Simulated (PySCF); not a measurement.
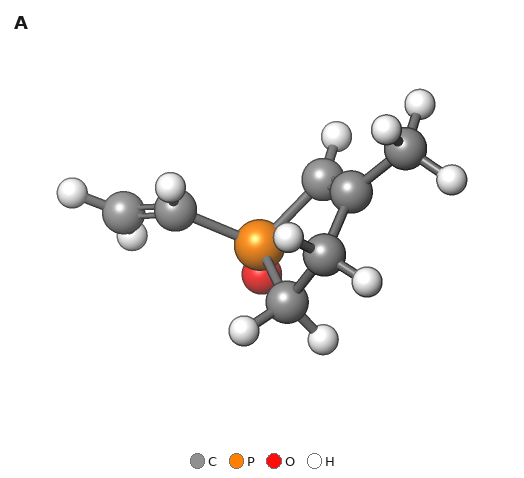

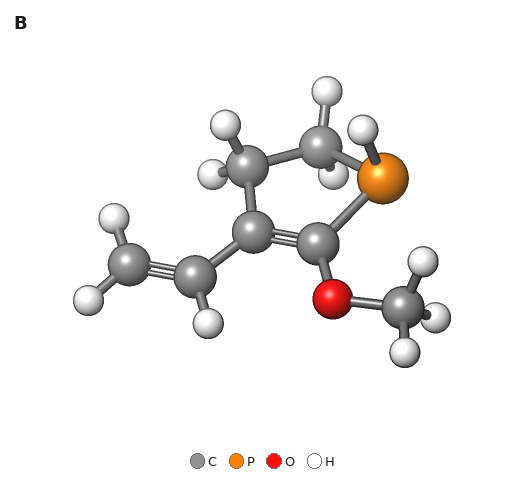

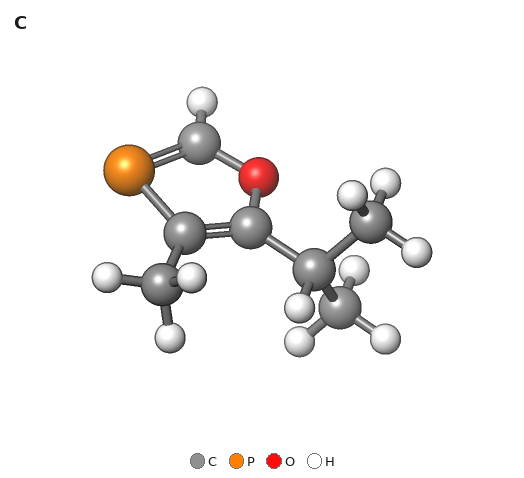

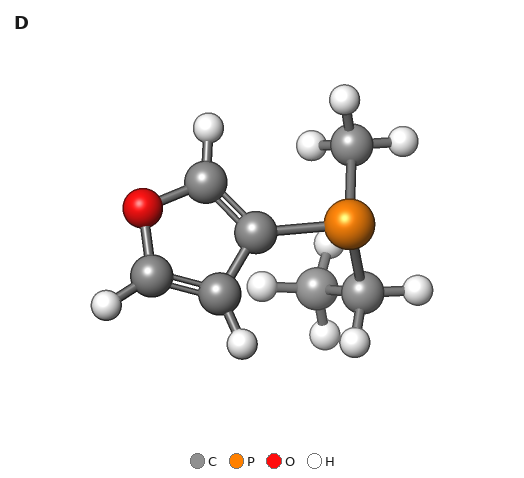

4 stationary structures of one formula. Geometries: GFN2-xTB. Electronic energies: PBE0/pcSseg-1 (PySCF 2.14.0), without zero-point energy. No frequency run is at hand to confirm each as a minimum. Each is one conformer, not always the lowest.

Question: Are they conformers, stereoisomers or constitutional isomers?

Answer: They are constitutional isomers of C7H11OP: A `C=C[P@@]1(=O)C=C(C)CC1`, B `C=CC1=C(OC)PCC1`, C `Cc1pcoc1C(C)C`, D `CCP(C)c1ccoc1`.

Question: Rank them by energy, lowest first.

Answer: A is lowest; C lies 3.1 kcal/mol above it, D lies 8.1 kcal/mol above it, B lies 28.7 kcal/mol above it.

The geometry is semi-empirical. Around P such bond lengths and angles can be off by a tenth of an ångström or more and by several degrees, and values that hang on the shape move with them.
